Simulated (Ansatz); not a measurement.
# One crystal, many levels of theory: Cs2AgBiBr6 (Fm-3m)

Aim: the gap of Cs2AgBiBr6 (Fm-3m) at several levels of theory on one structure, with the time that each takes.

Method: density functionals, hybrids and G0W0, plane waves, PAW, in Ansatz 0.2.0.

**What was measured.**

- Gap 2.25 eV: indirect optical gap from Tauc plot; photothermal deflection spectroscopy; film (solution-processed film on quartz, about 200 nm thick) (“Bandgap Lowering in Mixed Alloys of Cs2Ag(SbxBi1-x)Br6 Double Perovskite Thin Films”, 2020, arxiv:2007.00388).

- Gap 2.05 eV: optical gap from Tauc plot, microsheets; UV-Vis absorption, Tauc plot; powder (ligand-free microsheets precipitated at room temperature, minor AgBr and Cs3Bi2Br9 side phases) (“Highly-stable, eco-friendly and selective Cs2AgBiBr6 perovskite-based ozone sensor”, 2024, arxiv:2411.18228).

- Gap 2.1 eV: indirect gap from Tauc plot of optical absorption, Ag:Bi = 1.20:1 in precursor; UV-visible absorption, Tauc plot; 300 K; bulk crystal (hydrothermal single crystal grown in Ag excess, about 500 um thick) (“Highly ordered lead-free double perovskite halides by design”, 2020, arxiv:2006.15818).

- Gap 2.22 eV: optical gap from Tauc plot, faceted microflowers; UV-Vis absorption, Tauc plot; powder (faceted microflowers grown by drop-casting at 80 C, minor side phases) (“Highly-stable, eco-friendly and selective Cs2AgBiBr6 perovskite-based ozone sensor”, 2024, arxiv:2411.18228).

- Gap 2.07 eV: indirect gap from Tauc plot of optical absorption, stoichiometric precursor; UV-visible absorption, Tauc plot; 300 K; bulk crystal (hydrothermal single crystal from stoichiometric solution, Ag-deficient with some Cs3Bi2Br9) (“Highly ordered lead-free double perovskite halides by design”, 2020, arxiv:2006.15818).

This is a selection; 4 further reports are not listed.

Most raw output is cut from this account.

In doubt: one-shot GW on d or f shells is unsure (steps 10, 11, 12), so the values of those runs are not to be relied on; masses and optical values from hybrid runs of this build are listed as unsure (step 11), which bears on the screening that GW takes from such a start.

## Step 1: The structure

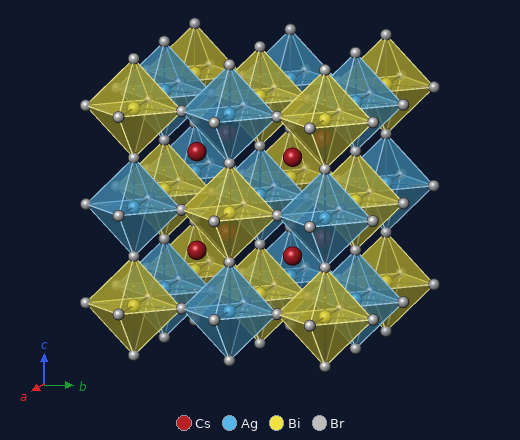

Start, viewed slightly off an axis; caesium red, silver blue, bismuth yellow, bromine light grey. This picture shows the conventional cell, with its axes. Some periodic images of atoms are drawn too.

Structure file:

```cif
data_structure
_symmetry_space_group_name_H-M 'P 1'
_symmetry_Int_Tables_number 1
_cell_length_a 8.1235
_cell_length_b 8.1235
_cell_length_c 8.1235
_cell_angle_alpha 60.000
_cell_angle_beta 60.000
_cell_angle_gamma 60.000
_cell_volume 379.06
loop_
_atom_site_label
_atom_site_type_symbol
_atom_site_fract_x
_atom_site_fract_y
_atom_site_fract_z
_atom_site_occupancy
Cs1 Cs 0.75000 0.75000 0.75000 1
Cs2 Cs 0.25000 0.25000 0.25000 1
Ag3 Ag 0.50000 0.50000 0.50000 1
Bi4 Bi 0.00000 0.00000 0.00000 1
Br5 Br 0.74919 0.25081 0.25081 1
Br6 Br 0.25081 0.25081 0.74919 1
Br7 Br 0.25081 0.74919 0.74919 1
Br8 Br 0.25081 0.74919 0.25081 1
Br9 Br 0.74919 0.25081 0.74919 1
Br10 Br 0.74919 0.74919 0.25081 1
```

The cell and positions are those that the Materials Project relaxed with its own functionals (PBE, PBE+U or r2SCAN), kept fixed. Spin-orbit coupling is left out unless a step names it.

The logs state that the PAW files were generated under PBE.

## Step 2: LDA on the 4×4×4 mesh

This step: DFT, LDA, plane waves, PAW; PAW set soft_1.

input.yaml

```yaml
crystal:
  lattice:
    - [0.0, 5.744148, 5.744148]
    - [5.744148, 0.0, 5.744148]
    - [5.744148, 5.744148, 0.0]
  atoms:
    - { symbol: Cs, position: [0.75, 0.75, 0.75] }
    - { symbol: Cs, position: [0.25, 0.25, 0.25] }
    - { symbol: Ag, position: [0.5, 0.5, 0.5] }
    - { symbol: Bi, position: [0.0, 0.0, 0.0] }
    - { symbol: Br, position: [0.749194, 0.250806, 0.250806] }
    - { symbol: Br, position: [0.250806, 0.250806, 0.749194] }
    - { symbol: Br, position: [0.250806, 0.749194, 0.749194] }
    - { symbol: Br, position: [0.250806, 0.749194, 0.250806] }
    - { symbol: Br, position: [0.749194, 0.250806, 0.749194] }
    - { symbol: Br, position: [0.749194, 0.749194, 0.250806] }
kpoints:
  mp_grid: { grid: [4, 4, 4] }
  band_path:
    path:
      - [0.0, 0.0, 0.0]
      - [0.5, 0.0, 0.5]
      - [0.625, 0.25, 0.625]
      - [0.375, 0.375, 0.75]
      - [0.5, 0.5, 0.5]
      - [0.5, 0.25, 0.75]
      - [0.5, 0.4, 0.6]
    npoints: 1
hamiltonian:
  xc: lda
  pseudopotentials: { kind: paw, azcp: { folder: soft_1 }, xc_functional: pbe }
scf:
  occupations: { method: fixed }
  n_extra_bands: 7
output:
  eigenvalues: true
  forces: true
  stress: true
  write_density: true
  write_potential: true
  elf: true
  volumetric_format: npy
```

On the command line:

```sh
ansatz run input.yaml --threads 3 --pin off --max-ram 92160MiB --backend cuda --events-out ev --progress --plain --runs-dir out --devices 1 --max-vram 13GiB
```

Elapsed: 6.8 s, on 1 × NVIDIA H100 80GB HBM3 (shared by 6 runs) with 3 threads of AMD EPYC 7R13 (Zen 3), shared host; peak memory 1.1 GiB.

This step gave:

```yaml
pressure: -2.912 GPa
gap: 1.179 eV
valence_top_at: X
conduction_bottom_at: L
least_direct_gap: 2.144 eV
```

Over mesh and listed points the gap is 1.179 eV, from k = (0.500, 0.000, 0.500) to k = (0.500, 0.500, 0.500). The least direct gap found is 2.144 eV, at k = (0.500, 0.400, 0.600).

## Step 3: PBEsol on the 4×4×4 mesh

This step: DFT, PBEsol, plane waves, PAW; PAW set soft_1.

input.yaml, as its differences from that of step 2:

```diff
@@ -29,3 +29,3 @@
 hamiltonian:
-  xc: lda
+  xc: pbesol
   pseudopotentials: { kind: paw, azcp: { folder: soft_1 }, xc_functional: pbe }
```

It took 8.7 s on 1 × NVIDIA H100 80GB HBM3 (shared by 6 runs) with 3 threads; peak memory 1.2 GiB.

Numbers from this step:

| Quantity | Value |
| --- | --- |
| pressure | -1.623 GPa |
| gap | 1.250 eV |
| valence top at | X |
| conduction bottom at | L |
| least direct gap | 2.213 eV |

Over mesh and listed points the gap is 1.250 eV, from k = (0.500, 0.000, 0.500) to k = (0.500, 0.500, 0.500). The least direct gap found is 2.213 eV, at k = (0.500, 0.400, 0.600). PBEsol against LDA: 1.250 − 1.179 = +0.071 eV, with the same mesh, files and cutoff, and both edges at the same k points.

## Step 4: PBE on the 4×4×4 mesh

Levels along a band path and on the mesh show where this functional puts the band edges.

This step: DFT, PBE, plane waves, PAW; PAW set soft_1.

input.yaml, the sections that differ from step 3:

```yaml
kpoints:
  mp_grid: { grid: [4, 4, 4] }
  band_path:
    path:
      - [[0.0, 0.0, 0.0], [0.5, 0.0, 0.5], [0.625, 0.25, 0.625]]
      - [[0.375, 0.375, 0.75], [0.0, 0.0, 0.0], [0.5, 0.5, 0.5], [0.5, 0.25, 0.75], [0.5, 0.0, 0.5]]
    npoints: 10
hamiltonian:
  xc: pbe
  pseudopotentials: { kind: paw, azcp: { folder: soft_1 } }
scf:
  occupations: { method: fermi_dirac, width: 0.02 }
  n_extra_bands: 7
# crystal, output: as in step 3
```

It took 9.4 s on 1 × NVIDIA H100 80GB HBM3 (shared by 6 runs) with 3 threads; peak memory 1.2 GiB; 16 s of CPU time.

Numbers from this step:

| Item | Value |
| --- | --- |
| pressure | -0.01395 GPa |
| gap | 1.342 eV |
| valence top at | X |
| conduction bottom at | L |
| least direct gap | 2.294 eV |

Over mesh and path the gap is 1.342 eV, from k = (0.500, 0.000, 0.500) to k = (0.500, 0.500, 0.500). The least direct gap found is 2.294 eV, at k = (0.500, 0.400, 0.600). PBE against PBEsol: 1.342 − 1.250 = +0.092 eV, with the same mesh, files and cutoff, and both edges at the same k points.

## Step 5: PBE+SOC on the 4×4×4 mesh

This run has two-component orbitals with spin-orbit coupling.

This step: DFT, PBE with spin-orbit coupling, plane waves, PAW; PAW set soft_1.

input.yaml, the sections that differ from step 4:

```yaml
kpoints:
  mp_grid: { grid: [4, 4, 4] }
  band_path:
    path:
      - [0.0, 0.0, 0.0]
      - [0.5, 0.0, 0.5]
      - [0.625, 0.25, 0.625]
      - [0.375, 0.375, 0.75]
      - [0.5, 0.5, 0.5]
      - [0.5, 0.25, 0.75]
      - [0.5, 0.4, 0.6]
    npoints: 1
hamiltonian:
  xc: pbe
  pseudopotentials: { kind: paw_fr, azcp: { folder: soft_1 } }
scf:
  occupations: { method: fixed }
  n_extra_bands: 14
magnetization:
  noncollinear: true
  spin_orbit: true
# crystal, output: as in step 4
```

Wall time 14 s (1 × NVIDIA H100 80GB HBM3 (shared by 6 runs) with 3 threads); peak memory 1.6 GiB.

Numbers from this step:

- pressure: 0.07053 GPa
- gap: 1.108 eV
- valence top at: X
- conduction bottom at: L
- least direct gap: 1.743 eV

Over mesh and listed points the gap is 1.108 eV, from k = (0.500, 0.000, 0.500) to k = (0.500, 0.500, 0.500). The least direct gap found is 1.743 eV, at k = (0.500, 0.000, 0.500). PBE+SOC against PBE: 1.108 − 1.342 = −0.234 eV, with the same mesh, set of files (read in its fully relativistic form for the spin-orbit run) and cutoff, and both edges at the same k points. The spin-orbit run sees mesh and listed points alone, so its gap is an upper bound: the coupling can move an edge off these points, and the change over the zone, its sign included where it is small, is not known.

## Step 6: r2SCAN on the 4×4×4 mesh

r2SCAN is a meta-GGA: it depends on the kinetic-energy density as well as on the density and its gradient.

This step: DFT, r2SCAN, plane waves, PAW; PAW set soft_1.

input.yaml, as its differences from that of step 5:

```diff
@@ -29,10 +29,7 @@
 hamiltonian:
-  xc: pbe
-  pseudopotentials: { kind: paw_fr, azcp: { folder: soft_1 } }
+  xc: r2scan
+  pseudopotentials: { kind: paw, azcp: { folder: soft_1 } }
 scf:
   occupations: { method: fixed }
-  n_extra_bands: 14
-magnetization:
-  noncollinear: true
-  spin_orbit: true
+  n_extra_bands: 7
 output:
@@ -41,5 +38 @@
   stress: true
-  write_density: true
-  write_potential: true
-  elf: true
-  volumetric_format: npy
```

It took 10 s on 1 × NVIDIA H100 80GB HBM3 (shared by 6 runs) with 3 threads; peak memory 1.6 GiB; 13 s of CPU time.

This step gave:

- pressure: -0.8490 GPa
- gap: 1.741 eV
- valence top at: X
- conduction bottom at: L
- least direct gap: 2.695 eV

Over mesh and listed points the gap is 1.741 eV, from k = (0.500, 0.000, 0.500) to k = (0.500, 0.500, 0.500). The least direct gap found is 2.695 eV, at k = (0.500, 0.400, 0.600). r2SCAN against PBE: 1.741 − 1.342 = +0.399 eV. The runs also differ in plane-wave cutoff (420 eV and 500 eV), so how much of this comes from the functional alone is not known.

## Step 7: HSE06 on the 2×2×2 mesh

HSE06 mixes in a quarter of exact exchange at short range.

This step: DFT, HSE06, plane waves, PAW; PAW set soft_1.

input.yaml, as its differences from that of step 6:

```diff
@@ -17,3 +17,3 @@
 kpoints:
-  mp_grid: { grid: [4, 4, 4] }
+  mp_grid: { grid: [2, 2, 2] }
   band_path:
@@ -29,3 +29,3 @@
 hamiltonian:
-  xc: r2scan
+  xc: hse06
   pseudopotentials: { kind: paw, azcp: { folder: soft_1 } }
@@ -36,3 +36 @@
   eigenvalues: true
-  forces: true
-  stress: true
```

It took 20 s on 1 × NVIDIA H100 80GB HBM3 (shared by 6 runs) with 3 threads; peak memory 1.3 GiB; 37 s of CPU time.

Numbers from this step:

```yaml
gap: 2.225 eV
valence_top_at: X
conduction_bottom_at: L
least_direct_gap: 3.211 eV
exact_exchange_fraction: 0.25
```

Over mesh and listed points the gap is 2.225 eV, from k = (0.500, 0.000, 0.500) to k = (0.500, 0.500, 0.500). The least direct gap found is 3.211 eV, at k = (0.500, 0.400, 0.600). HSE06 against PBE: 2.225 − 1.342 = +0.883 eV. The runs also differ in mesh (4×4×4 and 2×2×2), so how much of this comes from the functional alone is not known.

## Step 8: PBE0 on the 2×2×2 mesh

PBE0 mixes in a quarter of exact exchange at all distances.

This step: DFT, PBE0, plane waves, PAW; PAW set soft_1.

input.yaml, as its differences from that of step 7:

```diff
@@ -29,3 +29,3 @@
 hamiltonian:
-  xc: hse06
+  xc: pbe0
   pseudopotentials: { kind: paw, azcp: { folder: soft_1 } }
```

Wall time 26 s (1 × NVIDIA H100 80GB HBM3 (shared by 6 runs) with 3 threads); peak memory 1.3 GiB.

Numbers from this step:

```
gap                     : 2.892 eV
valence top at          : X
conduction bottom at    : L
least direct gap        : 3.883 eV
exact-exchange fraction : 0.25
```

Over mesh and listed points the gap is 2.892 eV, from k = (0.500, 0.000, 0.500) to k = (0.500, 0.500, 0.500). The least direct gap found is 3.883 eV, at k = (0.500, 0.400, 0.600). PBE0 against HSE06: 2.892 − 2.225 = +0.667 eV, with the same mesh, files and cutoff, and both edges at the same k points.

## Step 9: DDH-PBE0 on the 2×2×2 mesh

The input asks for a share of exact exchange of one over the crystal's ε∞, which the program works out first.

This step: DFT, dielectric-dependent PBE0 (fraction 1/eps_inf of PBE), plane waves, PAW; PAW set soft_1.

input.yaml, as its differences from that of step 8:

```diff
@@ -16,2 +16,3 @@
     - { symbol: Br, position: [0.749194, 0.749194, 0.250806] }
+  host: atoms
 kpoints:
@@ -29,3 +30,6 @@
 hamiltonian:
-  xc: pbe0
+  xc:
+    exchange: pbe
+    correlation: pbe
+    exx: { coeff: inverse_dielectric }
   pseudopotentials: { kind: paw, azcp: { folder: soft_1 } }
```

Wall time 47 s (1 × NVIDIA H100 80GB HBM3 (shared by 6 runs) with 3 threads); peak memory 2.2 GiB; 65 s of CPU time.

This step gave:

```
gap                     : 2.607 eV
valence top at          : X
conduction bottom at    : L
least direct gap        : 3.594 eV
exact-exchange fraction : 0.2062
```

Over mesh and listed points the gap is 2.607 eV, from k = (0.500, 0.000, 0.500) to k = (0.500, 0.500, 0.500). The least direct gap found is 3.594 eV, at k = (0.500, 0.400, 0.600). DDH-PBE0 against PBE0: 2.607 − 2.892 = −0.285 eV, with the same mesh, files and cutoff, and both edges at the same k points.

## Step 10: G0W0@PBE, 2×2×2 mesh, 993 empty bands, screening to 110 eV, PAW set soft_1 files

G0W0 replaces the xc potential by a self-energy built once from the orbitals of the start. Levels are corrected in the window of bands that the input names, at points of the mesh.

This step: G0W0 on PBE, plane waves, PAW; PAW set soft_1.

input.yaml, as its differences from that of step 9:

```diff
@@ -16,20 +16,6 @@
     - { symbol: Br, position: [0.749194, 0.749194, 0.250806] }
-  host: atoms
 kpoints:
   mp_grid: { grid: [2, 2, 2] }
-  band_path:
-    path:
-      - [0.0, 0.0, 0.0]
-      - [0.5, 0.0, 0.5]
-      - [0.625, 0.25, 0.625]
-      - [0.375, 0.375, 0.75]
-      - [0.5, 0.5, 0.5]
-      - [0.5, 0.25, 0.75]
-      - [0.5, 0.4, 0.6]
-    npoints: 1
 hamiltonian:
-  xc:
-    exchange: pbe
-    correlation: pbe
-    exx: { coeff: inverse_dielectric }
+  xc: pbe
   pseudopotentials: { kind: paw, azcp: { folder: soft_1 } }
@@ -37,4 +23,7 @@
   occupations: { method: fixed }
-  n_extra_bands: 7
-output:
-  eigenvalues: true
+gw:
+  n_empty_bands: 993
+  ecut_chi: 110.0
+  qp_bands: [v3, c3]
+  qp_kpoints: band_edges
+  screening: { model: contour_deformation }
```

Elapsed: 20 s, on 1 × NVIDIA H100 80GB HBM3 (shared by 6 runs) with 3 threads; peak memory 2.1 GiB; 24 s of CPU time.

Numbers from this step:

* bands summed: 1040
* RPA ε∞ on this mesh (eigenvalues): 5.520, 5.520, 5.520
* plane waves in the screening matrix: 965
* G0W0 gap over the corrected points: 2.309 eV
* k of the valence top: 0, -0.5, -0.5
* k of the conduction bottom: 0, 0, -0.5
* starting gap on the mesh: 1.313 eV
* Z at the valence top: 0.7464
* Z at the conduction bottom: 0.7754
* least direct G0W0 gap over the corrected points: 3.627 eV

Over all 3 irreducible mesh points the G0W0 gap is 2.309 eV, from k = (0.000, -0.500, -0.500) to k = (0.000, 0.000, -0.500). The PBE gap of this run on the mesh is 1.313 eV. The two states that bound the G0W0 gap lie that far apart at the start, so the correction of the gap is 2.309 − 1.313 = +0.996 eV.

## Step 11: G0W0@HSE06, 2×2×2 mesh, 993 empty bands, screening to 110 eV, PAW set soft_1 files

This step: G0W0 on HSE06, plane waves, PAW; PAW set soft_1.

input.yaml, as its differences from that of step 10:

```diff
@@ -19,3 +19,3 @@
 hamiltonian:
-  xc: pbe
+  xc: hse06
   pseudopotentials: { kind: paw, azcp: { folder: soft_1 } }
```

Elapsed: 78 s, on 1 × NVIDIA H100 80GB HBM3 (shared by 6 runs) with 3 threads; peak memory 2.3 GiB.

This step gave:

* bands summed: 1040
* RPA ε∞ on this mesh (eigenvalues): 3.991, 3.991, 3.991
* plane waves in the screening matrix: 965
* G0W0 gap over the corrected points: 2.860 eV
* k of the valence top: 0, -0.5, -0.5
* k of the conduction bottom: 0, 0, -0.5
* starting gap on the mesh: 2.225 eV
* Z at the valence top: 0.7875
* Z at the conduction bottom: 0.8097
* least direct G0W0 gap over the corrected points: 4.218 eV

Over all 3 irreducible mesh points the G0W0 gap is 2.860 eV, from k = (0.000, -0.500, -0.500) to k = (0.000, 0.000, -0.500). The HSE06 gap of this run on the mesh is 2.225 eV. The two states that bound the G0W0 gap lie that far apart at the start, so the correction of the gap is 2.860 − 2.225 = +0.635 eV. G0W0@HSE06 against G0W0@PBE with 1040 bands: 2.860 − 2.309 = +0.551 eV, with the same mesh, files and cutoffs, and both edges at the same k points.

## Step 12: G0W0@LDA, 2×2×2 mesh, 993 empty bands, screening to 110 eV, PAW set soft_1 files

This step: G0W0 on LDA, plane waves, PAW; PAW set soft_1.

input.yaml, as its differences from that of step 11:

```diff
@@ -19,4 +19,4 @@
 hamiltonian:
-  xc: hse06
-  pseudopotentials: { kind: paw, azcp: { folder: soft_1 } }
+  xc: lda
+  pseudopotentials: { kind: paw, azcp: { folder: soft_1 }, xc_functional: pbe }
 scf:
```

Elapsed: 19 s, on 1 × NVIDIA H100 80GB HBM3 (shared by 6 runs) with 3 threads; peak memory 2.2 GiB.

Numbers from this step:

* bands summed: 1040
* RPA ε∞ on this mesh (eigenvalues): 6.160, 6.160, 6.160
* plane waves in the screening matrix: 965
* G0W0 gap over the corrected points: 2.228 eV
* k of the valence top: 0, -0.5, -0.5
* k of the conduction bottom: 0, 0, -0.5
* starting gap on the mesh: 1.143 eV
* Z at the valence top: 0.7410
* Z at the conduction bottom: 0.7703
* least direct G0W0 gap over the corrected points: 3.533 eV

Over all 3 irreducible mesh points the G0W0 gap is 2.228 eV, from k = (0.000, -0.500, -0.500) to k = (0.000, 0.000, -0.500). The LDA gap of this run on the mesh is 1.143 eV. The two states that bound the G0W0 gap lie that far apart at the start, so the correction of the gap is 2.228 − 1.143 = +1.085 eV. G0W0@LDA against G0W0@HSE06 with 1040 bands: 2.228 − 2.860 = −0.632 eV, with the same mesh, files and cutoffs, and both edges at the same k points.

(Continued in part 2 of 2.)

[Paths, hosts, dates, memory and timing lines, banners, echoed tables and standing remarks are left out of the program output.]

[Logs are printed without paths, hosts, clocks, repeated set-up lines and the standing remarks that a program may print on its own settings, such as how far it seeks lower states.]

[Runs of the session that timed out or met a known fault of the program may be left out.]

[Cells called generated may have been cut or substituted from an entry of the Crystallography Open Database or the Materials Project.]

[Hosts, paths, dates, database ids (printed as entryN), source tags and the programs' standing remarks are cut or masked in the printed files.]

[Where an RPA ε∞ is given, it is that of the G0W0 mesh and is not shown converged in it. Names of k-points follow the symmetry that the program found, which can be lower than the space group named. Band edges on a path are those of the sampled points; other points can move an edge, and change direct to indirect where valleys lie close.]

[Hybrid gaps are those of their k-mesh and are not shown converged in it.]
